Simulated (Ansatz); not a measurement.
**Effect of x(Sr) = 0.25, 4 atoms, Immm on Ba**

The reference is Ba in the bcc (W type) structure (space group Im-3m, No. 229; a = 4.883 Å).

The other end (x = 1) is Sr in the bcc (W type) structure (space group Im-3m, No. 229; a model cell): 51.09 Å³/atom, gap zero; this end may not be an ambient phase.

The change: a fraction x = 0.25 of the Ba sites is given to Sr, ordered in a cell of 4 atoms (starting symmetry Immm) and fully relaxed.

Computed with PBEsol/PAW in Ansatz (a first-principles code), no spin-orbit coupling. k-mesh 12×12×12 (Γ-centred); smearing 0.05 eV (Fermi–Dirac), for the changed cell.

```csv
quantity,base,changed,shift
volume per atom,58.20 Å³,56.39 Å³,-1.81 Å³
density,3.92 g/cm³,3.68 g/cm³,-0.24 g/cm³
band gap,zero,zero,–
mixing energy (to 0.01 eV only: unlike meshes or grids),–,0.00 eV/atom,–
deviation of the volume from the linear (Vegard-type) interpolation,–,-0.1 %,–
```

Final structure:

```
Ba3Sr
1.0
   -2.41562     3.41671     6.83223
    2.41562    -3.41671     6.83223
    2.41562     3.41671    -6.83223
Ba Sr
3 1
Direct
  0.75029   0.75029   0.00000
  0.24971   0.24971   0.00000
  0.50000   0.00000   0.50000
  0.00000   0.50000   0.50000
```

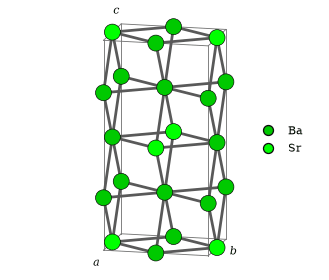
The relaxed conventional cell after the change

Each cell is one ordered arrangement of few atoms, which overstates ordering effects compared with a random alloy. Stability against distortions was not tested. This is not the structure that Sr has at room temperature and ambient pressure.
